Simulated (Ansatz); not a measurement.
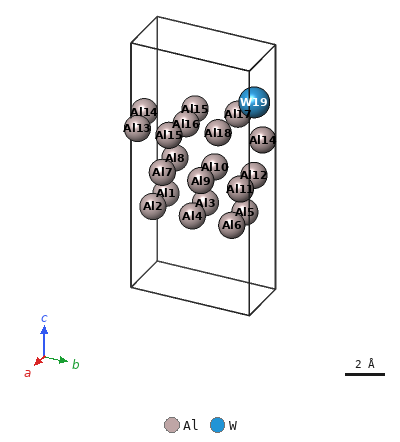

Fig. 1: The starting structure (spheres-only view of the cell of the calculation, with the vacuum cut short, seen slightly off an axis; atoms are numbered from 1 in the order of the input). An atom can appear more than once, as a periodic image.

## Al$_{18}$W: nudged elastic band (part 1 of 2)

Al$_{18}$W (slab, 19 atoms in the cell), computed with DFT PBE-D3(BJ), scalar-relativistic, plane waves, PAW, PAW set soft_1, no spin polarisation (Ansatz 0.2.0).

The input holds or restrains some coordinates. It belongs to a series of runs on one base structure; here: band between the two ends. Figures and captions count atoms from 1; the log counts them from 0 in places.

Input file:
```yaml
crystal:
  lattice:
    - [5.727565, 0.0, 0.0]
    - [4.295674, 7.440325, 0.0]
    - [0.0, 0.0, 17.676537]
  atoms:
    - { symbol: Al, position: [0.1666667, 0.1111111, 0.0565722] }
    - { symbol: Al, position: [0.6666667, 0.1111111, 0.0565722] }
    - { symbol: Al, position: [0.1666667, 0.4444444, 0.0565722] }
    - { symbol: Al, position: [0.6666667, 0.4444444, 0.0565722] }
    - { symbol: Al, position: [0.1666667, 0.7777778, 0.0565722] }
    - { symbol: Al, position: [0.6666667, 0.7777778, 0.0565722] }
    - { symbol: Al, position: [-0.17504345, 0.22570312, 0.1836648] }
    - { symbol: Al, position: [0.32498773, 0.22172448, 0.1872345] }
    - { symbol: Al, position: [-0.16155203, 0.55371082, 0.18788912] }
    - { symbol: Al, position: [0.32994543, 0.55899461, 0.18925028] }
    - { symbol: Al, position: [-0.17574322, 0.88549547, 0.18981726] }
    - { symbol: Al, position: [0.32271954, 0.88922604, 0.19112702] }
    - { symbol: Al, position: [-0.07064613, 0.0381311, 0.31022469] }
    - { symbol: Al, position: [0.4896244, -0.00077677, 0.32260615] }
    - { symbol: Al, position: [0.01039962, 0.32254855, 0.32031786] }
    - { symbol: Al, position: [0.47139568, 0.34936424, 0.31470902] }
    - { symbol: Al, position: [0.06214739, 0.69698623, 0.34079876] }
    - { symbol: Al, position: [0.58071546, 0.64410003, 0.32144231] }
    - { symbol: W, position: [0.26336558, 0.87883219, 0.40877383] }
basis:
  ecutwfc: 420.0
kpoints:
  mp_grid: { grid: [4, 3, 1] }
hamiltonian:
  xc: pbe
  dispersion: d3bj
  pseudopotentials: { kind: paw, azcp: { folder: soft_1 } }
scf:
  occupations: { method: gaussian, width: 0.1 }
  lower_state_search: "off"
neb:
  images: 4
  f_tol: 0.05
  max_iterations: 46
  order_check: false
  climbing: immediate
  constraints: [{ sites: [0, 1, 2, 3, 4, 5] }]
  final_atoms:
    - { symbol: Al, position: [0.16666666, 0.11111111, 0.05657217] }
    - { symbol: Al, position: [0.66666665, 0.11111111, 0.05657217] }
    - { symbol: Al, position: [0.16666664, 0.44444445, 0.05657217] }
    - { symbol: Al, position: [0.66666663, 0.44444445, 0.05657217] }
    - { symbol: Al, position: [0.16666662, 0.77777779, 0.05657217] }
    - { symbol: Al, position: [0.66666661, 0.77777779, 0.05657217] }
    - { symbol: Al, position: [-0.17491372, 0.2190488, 0.1900235] }
    - { symbol: Al, position: [0.32373106, 0.22282213, 0.19083032] }
    - { symbol: Al, position: [-0.17443388, 0.55897898, 0.18376615] }
    - { symbol: Al, position: [0.32566744, 0.5552437, 0.18725293] }
    - { symbol: Al, position: [-0.16111599, 0.88730519, 0.18784944] }
    - { symbol: Al, position: [0.33025906, 0.89262179, 0.18947627] }
    - { symbol: Al, position: [0.06082871, 0.03046183, 0.34139075] }
    - { symbol: Al, position: [0.5795246, -0.02216733, 0.32113122] }
    - { symbol: Al, position: [-0.06823028, 0.37111765, 0.31041489] }
    - { symbol: Al, position: [0.49063611, 0.33221393, 0.32295344] }
    - { symbol: Al, position: [0.0116073, 0.65676847, 0.31986367] }
    - { symbol: Al, position: [0.47334838, 0.68225177, 0.31488093] }
    - { symbol: W, position: [0.26453984, 1.21130205, 0.40911702] }
```

Launch command:
```bash
ansatz run input.yaml --threads 2 --pin off --max-ram 5120MiB --backend cpu --events-out ev --progress --plain --runs-dir out
```

Log:
```
Warning: neb: disabling space-group detection — the band's intermediate images generally break the endpoint symmetry, so no spatial operation reduces the k-mesh or symmetrises the density, except that a semilocal band can use its path's symmetry ahead of convergence; time reversal is kept, so that k and −k are solved as one point where they differ and the mesh holds both, and exact exchange and, on two spinor components, a DFT+U term hold to it where the run has them: on two components no moment then forms, and a state that bears one, which a typed moment (crystal.atoms[].spin; refused beside efield: under a hybrid functional) reaches, can lie lower, under hf by electronvolts; crystal.symmetry.detect: false (a key that needs symmetry detection or time reversal refuses this as the deck is read) with time_reversal: false beside it drops time reversal too
Engine: ansatz 0.2.0, aarch64-unknown-linux-gnu
Pseudopotentials: kind: paw
Pseudopotential: Al, paw, valence charge 3, recommended cutoff 420 eV (normal), [file]
Pseudopotential: W, paw, valence charge 14, recommended cutoff 420 eV (normal), [file]
Functional definition: PBE
  parameter kappa = 0.804
  parameter beta = 0.06672455060314922
  exchange = pbe_x(kappa = kappa, mu = beta*pi^2/3)
  correlation = pbe_c(beta = beta)
parallel-image band execution: 2 concurrent image workers
NEB image 0
Crystal: 19 atoms, lattice volume = 753.285 Å³
Basis set: ecut = 420 eV, 14769 PW (Γ), exchange–correlation on 80×120×240 points (8 copies of the dense FFT grid, shifted against one another)
Bands: 53, of which v1, the nominal top of the filled ones, is band 34 counted from 1 (33 counted from 0)
Symmetry: 1 space group operations
k-points: 7 of 12 (time reversal used)
Non-local potential: Al, projectors of the file, l = 0: 2, l = 1: 2, l = 2: 1
Non-local potential: W, projectors of the file, l = 0: 3, l = 1: 2, l = 2: 2, l = 3: 1
PAW form: soft (Blöchl's): semilocal exchange-correlation on the pseudo side does not see the compensation charge
PAW one-centre angular grid: Al, 110 points (default); XC on 64 Gauss nodes
PAW one-centre angular grid: W, 590 points (default); XC on 64 Gauss nodes
Initial density: superposition of atomic densities (neutral atoms: chi_scale 0, normalization atom)
Initial wavefunctions: pseudopotential atomic-orbital guess
Functional: x = pbe(κ = 0.804, μ = 0.2195149727645171), c = pbe(β = 0.06672455060314922)
SCF iter   1: F=—  HF=-20062.031031 eV  |F-HF|=—  |Δ(HF+E_count)|=         —  Δρ=2.53e-2  dr2=2.46e1  ethr=3.10e-3  ⟨swp⟩=8.6  Hψ=2123  notcnv=0  defer=1
preconditioner: auto → LDOS  [metal: Δε(μ)=0.036 eV  Ē_g=5.992 eV  σ=0.100 eV  W_gap=0.20  n_scr=76 (ndim 8)  ℏωp=10.5 eV  f_vac=0.408  D(μ)=10.10/eV (n_scr^D=48)  β→1.0]
SCF iter   2: F=—  HF=-20058.316435 eV  |F-HF|=—  |Δ(HF+E_count)|=    3.71e0  Δρ=1.89e-2  dr2=1.02e1  ethr=3.10e-3  ⟨swp⟩=4.0  Hψ=929  notcnv=0  defer=69
SCF iter   3: F=—  HF=-20057.159397 eV  |F-HF|=—  |Δ(HF+E_count)|=    1.16e0  Δρ=5.43e-3  dr2=8.71e-1  ethr=3.10e-3  ⟨swp⟩=3.7  Hψ=930  notcnv=0  defer=59
SCF iter   4: F=—  HF=-20056.973377 eV  |F-HF|=—  |Δ(HF+E_count)|=   1.86e-1  Δρ=1.61e-3  dr2=8.54e-2  ethr=1.28e-3  ⟨swp⟩=2.9  Hψ=587  notcnv=0  defer=59
SCF iter   5: F=—  HF=-20056.965996 eV  |F-HF|=—  |Δ(HF+E_count)|=   7.38e-3  Δρ=7.41e-4  dr2=1.11e-2  ethr=1.26e-4  ⟨swp⟩=2.1  Hψ=475  notcnv=0  defer=59
SCF iter   6: F=—  HF=-20056.966229 eV  |F-HF|=—  |Δ(HF+E_count)|=   2.33e-4  Δρ=2.26e-4  dr2=1.10e-3  ethr=1.63e-5  ⟨swp⟩=2.1  Hψ=492  notcnv=0  defer=59
SCF iter   7: F=—  HF=-20056.966325 eV  |F-HF|=—  |Δ(HF+E_count)|=   9.60e-5  Δρ=8.73e-5  dr2=1.88e-4  ethr=1.62e-6  ⟨swp⟩=2.6  Hψ=525  notcnv=0  defer=59
SCF iter   8: F=—  HF=-20056.966323 eV  |F-HF|=—  |Δ(HF+E_count)|=   1.82e-6  Δρ=1.67e-5  dr2=2.21e-6  ethr=2.77e-7  ⟨swp⟩=2.3  Hψ=452  notcnv=0  defer=59
SCF iter   9: F=—  HF=-20056.966177 eV  |F-HF|=—  |Δ(HF+E_count)|=   1.46e-4  Δρ=6.12e-6  dr2=1.12e-6  ethr=3.25e-9  ⟨swp⟩=3.4  Hψ=762  notcnv=0  defer=59
SCF iter  10: F=-20056.966178 eV  HF=-20056.966178 eV  |F-HF|=1.78e-8  |Δ(HF+E_count)|=   7.91e-8  Δρ=1.63e-6  dr2=4.18e-8  ethr=1.47e-10  ⟨swp⟩=3.7  Hψ=1360  notcnv=0
SCF 1 converged in 10 iterations: F = -20056.966178 eV  dr2 = 4.18e-8
  greatest PAW one-centre occupation: 0.999 electrons in one spin orbital (limit 2), on the W atom at site 18 (counted from 0), in its partial waves of l = 0
NSCF: frozen V_eff on 7 k-points
NEB image 5
SCF iter   1: F=—  HF=-20062.027078 eV  |F-HF|=—  |Δ(HF+E_count)|=         —  Δρ=2.53e-2  dr2=2.46e1  ethr=3.10e-3  ⟨swp⟩=8.6  Hψ=2125  notcnv=0  defer=1
preconditioner: auto → LDOS  [metal: Δε(μ)=0.037 eV  Ē_g=5.990 eV  σ=0.100 eV  W_gap=0.20  n_scr=76 (ndim 8)  ℏωp=10.5 eV  f_vac=0.408  D(μ)=10.17/eV (n_scr^D=48)  β→1.0]
SCF iter   2: F=—  HF=-20058.308457 eV  |F-HF|=—  |Δ(HF+E_count)|=    3.72e0  Δρ=1.88e-2  dr2=1.01e1  ethr=3.10e-3  ⟨swp⟩=4.0  Hψ=927  notcnv=0  defer=69
SCF iter   3: F=—  HF=-20057.157296 eV  |F-HF|=—  |Δ(HF+E_count)|=    1.15e0  Δρ=5.41e-3  dr2=8.64e-1  ethr=3.10e-3  ⟨swp⟩=3.7  Hψ=930  notcnv=0  defer=59
SCF iter   4: F=—  HF=-20056.973028 eV  |F-HF|=—  |Δ(HF+E_count)|=   1.84e-1  Δρ=1.60e-3  dr2=8.44e-2  ethr=1.27e-3  ⟨swp⟩=2.9  Hψ=587  notcnv=0  defer=59
SCF iter   5: F=—  HF=-20056.965690 eV  |F-HF|=—  |Δ(HF+E_count)|=   7.34e-3  Δρ=7.35e-4  dr2=1.10e-2  ethr=1.24e-4  ⟨swp⟩=2.1  Hψ=475  notcnv=0  defer=59
SCF iter   6: F=—  HF=-20056.965905 eV  |F-HF|=—  |Δ(HF+E_count)|=   2.15e-4  Δρ=2.24e-4  dr2=1.07e-3  ethr=1.62e-5  ⟨swp⟩=2.1  Hψ=477  notcnv=0  defer=59
SCF iter   7: F=—  HF=-20056.966013 eV  |F-HF|=—  |Δ(HF+E_count)|=   1.09e-4  Δρ=8.57e-5  dr2=1.79e-4  ethr=1.58e-6  ⟨swp⟩=2.6  Hψ=541  notcnv=0  defer=59
SCF iter   8: F=—  HF=-20056.966010 eV  |F-HF|=—  |Δ(HF+E_count)|=   3.34e-6  Δρ=1.63e-5  dr2=2.11e-6  ethr=2.64e-7  ⟨swp⟩=2.4  Hψ=473  notcnv=0  defer=59
SCF iter   9: F=—  HF=-20056.965866 eV  |F-HF|=—  |Δ(HF+E_count)|=   1.44e-4  Δρ=5.96e-6  dr2=1.03e-6  ethr=3.10e-9  ⟨swp⟩=3.3  Hψ=731  notcnv=0  defer=59
SCF iter  10: F=-20056.965866 eV  HF=-20056.965866 eV  |F-HF|=1.58e-8  |Δ(HF+E_count)|=   7.58e-8  Δρ=1.54e-6  dr2=3.56e-8  ethr=1.47e-10  ⟨swp⟩=3.7  Hψ=1371  notcnv=0
SCF 2 converged in 10 iterations: F = -20056.965866 eV  dr2 = 3.56e-8
NSCF: frozen V_eff on 7 k-points
NEB end point (image 0): max|allowed force component| = 1.842e-2 eV/Å (the criterion of neb.relax_end_points is 1.000e-2)
NEB end point (image 5): max|allowed force component| = 1.672e-2 eV/Å (the criterion of neb.relax_end_points is 1.000e-2)
NEB image 1
SCF iter   1: F=—  HF=-20061.424032 eV  |F-HF|=—  |Δ(HF+E_count)|=         —  Δρ=2.75e-2  dr2=2.72e1  ethr=3.10e-3  ⟨swp⟩=9.3  Hψ=2206  notcnv=0  defer=1
preconditioner: auto → LDOS  [metal: Δε(μ)=0.047 eV  Ē_g=6.005 eV  σ=0.100 eV  W_gap=0.26  n_scr=76 (ndim 8)  ℏωp=10.5 eV  f_vac=0.408  D(μ)=10.00/eV (n_scr^D=48)  β→1.0]
SCF iter   2: F=—  HF=-20057.495866 eV  |F-HF|=—  |Δ(HF+E_count)|=    3.93e0  Δρ=2.07e-2  dr2=8.84e0  ethr=3.10e-3  ⟨swp⟩=4.0  Hψ=937  notcnv=0  defer=68
[...]
NEB image 2
preconditioner: auto → LDOS  [metal: Δε(μ)=0.053 eV  Ē_g=6.017 eV  σ=0.100 eV  W_gap=0.29  n_scr=76 (ndim 8)  ℏωp=10.5 eV  f_vac=0.408  D(μ)=10.92/eV (n_scr^D=52)  β→1.0]
NEB image 3
preconditioner: auto → LDOS  [metal: Δε(μ)=0.024 eV  Ē_g=6.014 eV  σ=0.100 eV  W_gap=0.14  n_scr=76 (ndim 8)  ℏωp=10.5 eV  f_vac=0.408  D(μ)=12.05/eV (n_scr^D=66)  β→1.0]
NEB image 4
preconditioner: auto → LDOS  [metal: Δε(μ)=0.047 eV  Ē_g=6.003 eV  σ=0.100 eV  W_gap=0.26  n_scr=76 (ndim 8)  ℏωp=10.5 eV  f_vac=0.408  D(μ)=11.11/eV (n_scr^D=52)  β→1.0]
NEB iter   1: max|band force component| = 7.718e0 eV/Å  barrier→ = 2.5296 eV  barrier← = 2.5293 eV  CI = image 2  Δτ_max = 0.2000 Å  (60 SCF iters)
NEB image 1
Initial density: handed on by an earlier stage of this run
Initial wavefunctions: those handed on with the density
preconditioner: auto → LDOS  [metal: Δε(μ)=0.038 eV  Ē_g=5.667 eV  σ=0.100 eV  W_gap=0.21  n_scr=76 (ndim 8)  ℏωp=10.5 eV  f_vac=0.436  D(μ)=13.50/eV (n_scr^D=72)  β→1.0]
NEB image 2
preconditioner: auto → LDOS  [metal: Δε(μ)=0.057 eV  Ē_g=5.660 eV  σ=0.100 eV  W_gap=0.31  n_scr=76 (ndim 8)  ℏωp=10.5 eV  f_vac=0.437  D(μ)=11.67/eV (n_scr^D=60)  β→1.0]
NEB image 3
preconditioner: auto → LDOS  [metal: Δε(μ)=0.021 eV  Ē_g=5.582 eV  σ=0.100 eV  W_gap=0.12  n_scr=76 (ndim 8)  ℏωp=10.5 eV  f_vac=0.429  D(μ)=13.79/eV (n_scr^D=76)  β→1.0]
NEB image 4
preconditioner: auto → LDOS  [metal: Δε(μ)=0.056 eV  Ē_g=5.636 eV  σ=0.100 eV  W_gap=0.29  n_scr=76 (ndim 8)  ℏωp=10.5 eV  f_vac=0.434  D(μ)=12.38/eV (n_scr^D=66)  β→1.0]
NEB iter   2: max|band force component| = 3.788e0 eV/Å  barrier→ = 1.0751 eV  barrier← = 1.0748 eV  CI = image 2  Δτ_max = 0.2000 Å  (36 SCF iters)
[... from here on the SCF iterations and repeated set-up lines of each step are left out, up to the last step ...]
NEB image 1
NEB image 2
NEB image 3
NEB image 4
NEB iter   3: max|band force component| = 2.645e0 eV/Å  barrier→ = 0.6128 eV  barrier← = 0.6125 eV  CI = image 2  Δτ_max = 0.1950 Å  (33 SCF iters)
NEB image 1
NEB image 2
NEB image 3
NEB image 4
NEB iter   4: max|band force component| = 1.906e0 eV/Å  barrier→ = 0.3995 eV  barrier← = 0.3992 eV  CI = image 3  Δτ_max = 0.1993 Å  (32 SCF iters)
NEB image 1
NEB image 2
NEB image 3
NEB image 4
NEB iter   5: max|band force component| = 6.737e-1 eV/Å  barrier→ = 0.3239 eV  barrier← = 0.3236 eV  CI = image 3  Δτ_max = 0.1972 Å  (31 SCF iters)
NEB image 1
NEB image 2
NEB image 3
NEB image 4
NEB iter   6: max|band force component| = 4.284e-1 eV/Å  barrier→ = 0.3773 eV  barrier← = 0.3770 eV  CI = image 3  Δτ_max = 0.2000 Å  (31 SCF iters)
NEB image 1
NEB image 2
NEB image 3
NEB image 4
NEB iter   7: max|band force component| = 2.405e-1 eV/Å  barrier→ = 0.3709 eV  barrier← = 0.3706 eV  CI = image 3  Δτ_max = 0.1535 Å  (30 SCF iters)
NEB image 1
NEB image 2
NEB image 3
NEB image 4
NEB iter   8: max|band force component| = 1.041e-1 eV/Å  barrier→ = 0.3607 eV  barrier← = 0.3604 eV  CI = image 3  Δτ_max = 0.0286 Å  (29 SCF iters)
NEB image 1
NEB image 2
NEB image 3
NEB image 4
NEB iter   9: max|band force component| = 4.004e-2 eV/Å  barrier→ = 0.3571 eV  barrier← = 0.3567 eV  CI = image 3  Δτ_max = 0.0417 Å  (25 SCF iters)
NEB image 3
NEB iter  10: max|band force component| = 1.133e-1 eV/Å  barrier→ = 0.3545 eV  barrier← = 0.3542 eV  CI = image 3  Δτ_max = 0.0348 Å  (7 SCF iters)
NEB image 1
preconditioner: auto → LDOS  [metal: Δε(μ)=0.031 eV  Ē_g=5.600 eV  σ=0.100 eV  W_gap=0.17  n_scr=76 (ndim 8)  ℏωp=10.5 eV  f_vac=0.428  D(μ)=11.72/eV (n_scr^D=60)  β→1.0]
NEB image 2
preconditioner: auto → LDOS  [metal: Δε(μ)=0.016 eV  Ē_g=5.589 eV  σ=0.100 eV  W_gap=0.09  n_scr=76 (ndim 8)  ℏωp=10.5 eV  f_vac=0.427  D(μ)=12.29/eV (n_scr^D=66)  β→1.0]
NEB image 3
preconditioner: auto → LDOS  [metal: Δε(μ)=0.079 eV  Ē_g=5.569 eV  σ=0.100 eV  W_gap=0.42  n_scr=76 (ndim 8)  ℏωp=10.5 eV  f_vac=0.425  D(μ)=9.90/eV (n_scr^D=44)  β→1.0]
NEB image 4
preconditioner: auto → LDOS  [metal: Δε(μ)=0.028 eV  Ē_g=5.599 eV  σ=0.100 eV  W_gap=0.16  n_scr=76 (ndim 8)  ℏωp=10.5 eV  f_vac=0.431  D(μ)=12.10/eV (n_scr^D=66)  β→1.0]
NEB image 1
NSCF: frozen V_eff on 7 k-points
NEB image 2
NSCF: frozen V_eff on 7 k-points
NEB image 4
NSCF: frozen V_eff on 7 k-points
NEB image 3
NSCF: frozen V_eff on 7 k-points
the band table was solved once a step of the walk had ended and its energy, with any forces and stress, was formed, with the checks that follow a solve (2174 applications of the Hamiltonian). They found nothing against the state; the energy, forces and stress were not computed again (output.eigenvalues in the input reference)
NEB iter  11: max|band force component| = 1.839e-2 eV/Å  barrier→ = 0.3537 eV  barrier← = 0.3534 eV  CI = image 3  Δτ_max = 0.0000 Å  (26 SCF iters)
```

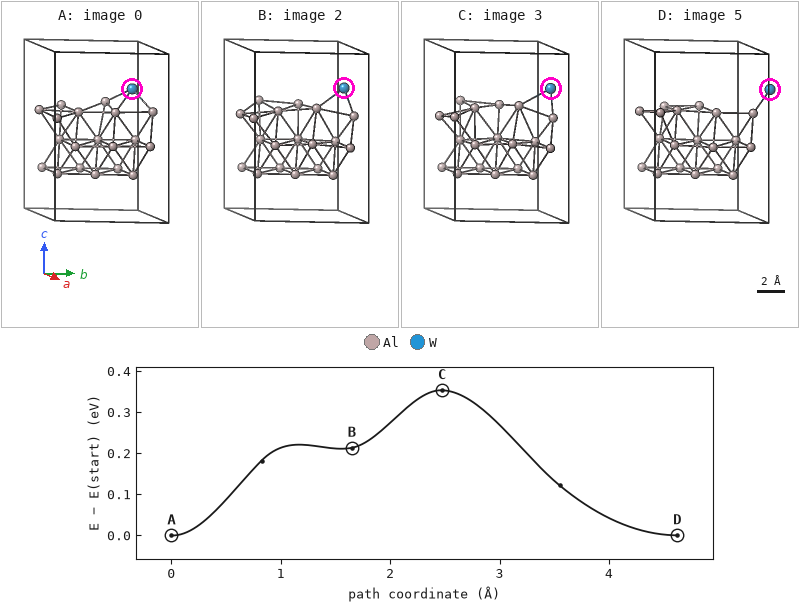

Fig. 2: Images of the last band (counted from 0; ball-and-stick, simulation cell, with the vacuum cut short, seen slightly off an axis), with the moving atom and its periodic copies ringed, above the energy along the path; the line is a cubic interpolation that uses the forces. The highest image is number 3, 0.354 eV above the start and 0.353 eV above the end (the climbing image); start and end have the same energy. The path is 4.62 Å long, and W19 moves most (2.86 Å). The band converged in 11 iterations. The end points carry forces over 0.1 eV/Å, so they aren't fully relaxed minima and the barriers are approximate.

```
Free energy (F): -20056.612481 eV
Harris-Foulkes:  -20056.612481 eV  (|F-HF|=2.11e-8)
Internal energy: -20056.562847 eV  (E = F + TS)
E sigma→0 (E₀):  -20056.587664 eV
Entropy (-TS):   -0.049634 eV (-2.612 meV/atom)
Fermi energy:    1.329707 eV
--- Per-component energies (eV) ---
  E_band       = -509.004279
  E_kinetic    = 806.157533
  E_local      = -9752.665432  (includes V_loc(G=0)·N_el)
  E_nonlocal   = 159.351737
  E_hartree    = 4619.249223
  E_xc         = -930.098302
  E_vxc        = -734.719988  (∫ρ·V_xc dr)
  E_paw        = -17027.193647  (= ΣΔE_a)
  E_vpaw       = -225.620848  (= ΣTr[D̂ρ^β])
  E_aug_tail   = 0.000117  (compensation charges beyond the density's cutoff)
  E_ewald      = 2073.201914
  E_disp       = -4.565990  (pairwise vdW)
  E_smearing   = -0.049634  (= −TS)
  E_closure    = -0.000000  (closes the sum)
  Σ components = -20056.612481   (vs F -20056.612481, Δ=0.00e0)
```
